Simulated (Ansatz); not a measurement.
**Pb6Te5: density, localisation and related maps**

Input file:

```
crystal:
  periodic: [false, false, false]
  atoms:
    - {symbol: Pb, position_ang: [2.674878, -1.011556, 0.859062]}
    - {symbol: Pb, position_ang: [-1.890338, -2.747204, 1.695771]}
    - {symbol: Pb, position_ang: [2.070197, 2.027219, -1.495632]}
    - {symbol: Pb, position_ang: [-1.449996, 0.508327, -2.553409]}
    - {symbol: Pb, position_ang: [-1.419213, -2.630681, -1.364824]}
    - {symbol: Pb, position_ang: [-0.576922, 1.453402, 1.591975]}
    - {symbol: Te, position_ang: [0.448632, -1.271123, 2.795784]}
    - {symbol: Te, position_ang: [2.556780, 1.957280, 1.454450]}
    - {symbol: Te, position_ang: [-2.927681, -0.356046, 0.081870]}
    - {symbol: Te, position_ang: [1.189263, -1.027567, -1.894432]}
    - {symbol: Te, position_ang: [-0.675608, 3.097948, -1.170605]}
basis:
  gaussian: {orbitals: def2-SVP, initial_orbitals: start.molden}
hamiltonian: {xc: pbe0, dispersion: d4}
scf: {omitted_lower_state_checks: [starts]}
output: {orbitals: {seedname: orbitals}}
```

Run with:

```sh
ansatz run in.yaml --threads 4 --pin off --events-out ev --progress --plain --max-ram 6963MiB
```

Geometry: PBE-D4/def2-SVP; core potentials replace the inner electrons of Pb and Te.

Method: Ansatz 0.2.0, RKS PBE0-D4/def2-SVP.

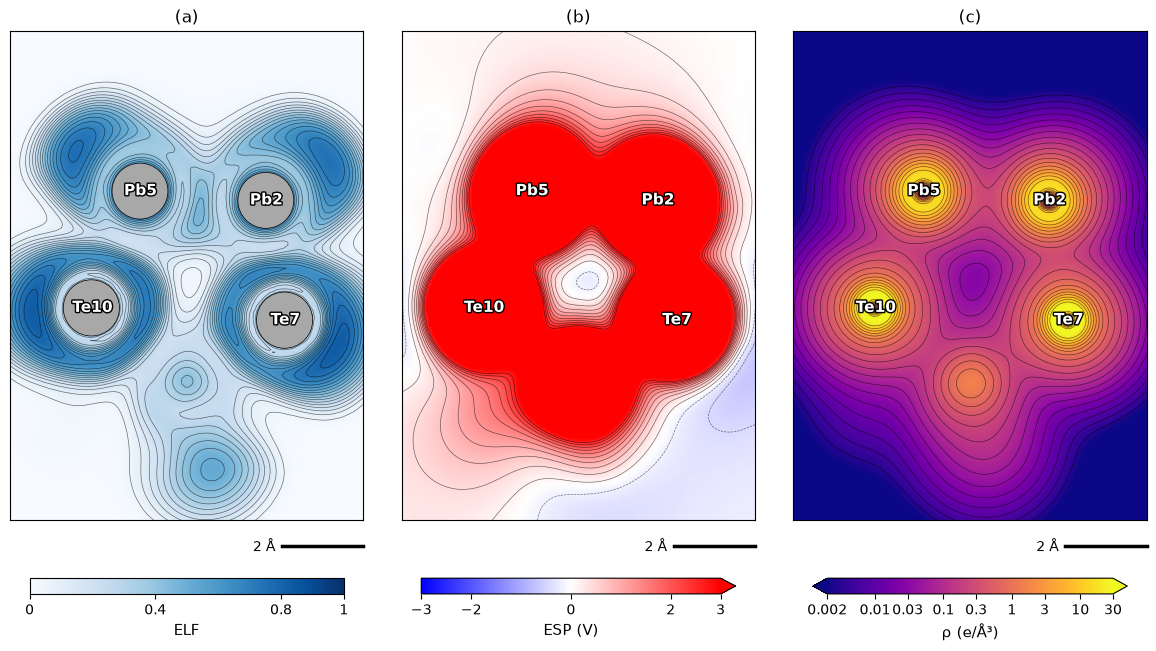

Figure 1. (a) ELF; (b) electrostatic potential; (c) electron density on the plane of atoms Pb5, Pb2 and Te7. Grey discs cover the atomic cores in the ELF map.

Question: Describe what can be read from this map.

Answer: The section cuts through Pb and Te sites. Te–Pb (2.98 Å): ρ is about 0.3 e/Å³ halfway; the ELF peaks at about 0.65 in the valence shell of Te, 1.3 Å from its nucleus, and drops to about 0.20 between the two atoms. Pb–Pb (3.10 Å): ρ is about 0.26 e/Å³ halfway; the ELF is about 0.45 at the midpoint. Te–Pb (3.11 Å): ρ at the midpoint is about 0.23 e/Å³; the ELF peaks at about 0.65 in the valence shell of Te, 1.2 Å from its nucleus, and drops to about 0.20 between the two atoms. The ELF also peaks beside Te7, away from the bonds: lone-pair regions. Outside the dense part of the molecule the potential is most negative (−0.7 V) near Te7.

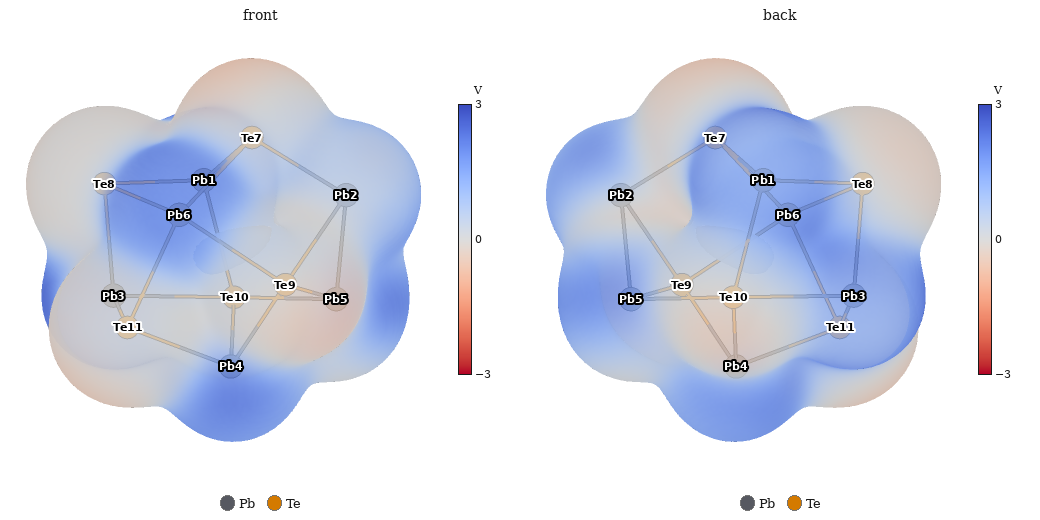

Figure 2. The molecular electrostatic potential painted on the density surface at 0.004 e/bohr³, seen from the front and from behind; the colour scale runs from red (negative) to blue (positive).

Question: Describe the electrostatic potential map.

Answer: The most negative region (about −0.5 V) lies over Te7 and Te9, the most positive (about +2.3 V) over Pb3.

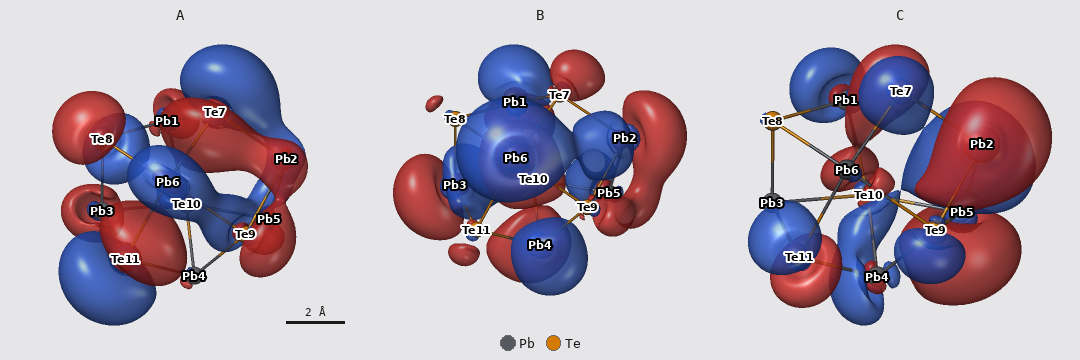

Figure 3. Three frontier orbitals at ±0.04 Å⁻³ᐟ² (blue and red are the two phases), in no order.

Question: Order the three orbitals by energy and name them.

Answer: A is the HOMO−1 (−5.77 eV). By Hirshfeld shares it lies mainly on Te11 (about 35 %), Te7 (about 30 %), Pb6 (about 10 %) and Te8 (about 10 %). C is the HOMO (−4.88 eV). By Hirshfeld shares it lies mainly on Pb5 (about 35 %), Pb2 (about 30 %) and Te7 (about 5 %). B is the LUMO (−2.62 eV). It lies mainly on Pb6 (about 35 %), Pb4 (about 10 %), Pb3 (about 10 %), Pb2 (about 10 %) and Pb1 (about 10 %).

Question: What is the HOMO–LUMO gap?

Answer: 2.26 eV between the orbital energies.
